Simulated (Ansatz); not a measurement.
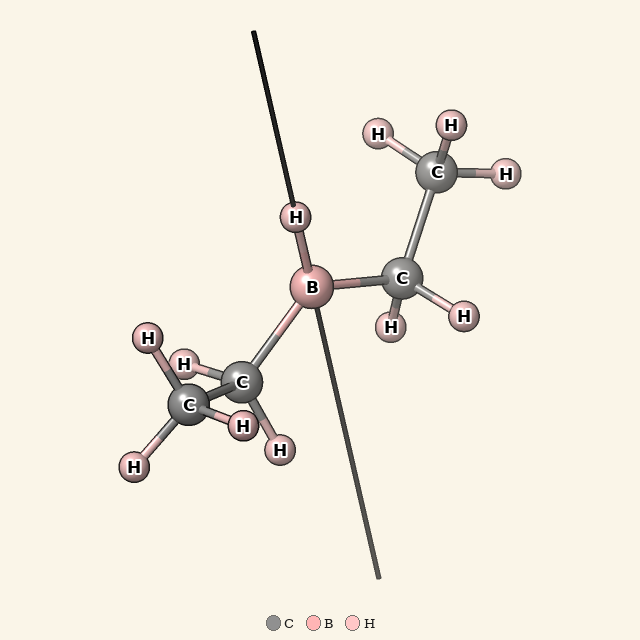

All proper rotation axes (lines) and mirror planes (discs) of the structure are drawn in. Depth is shown by fading: the farther an atom, the more it takes the colour of the background. The geometry was computed by an optimisation with PBE0-D4/def2-TZVP.

> What is the order of each axis, and which point group results?

It has 1 C2 axis. Point group C2. The group has 2 operations. The geometry is chiral, and symmetry allows a dipole moment.
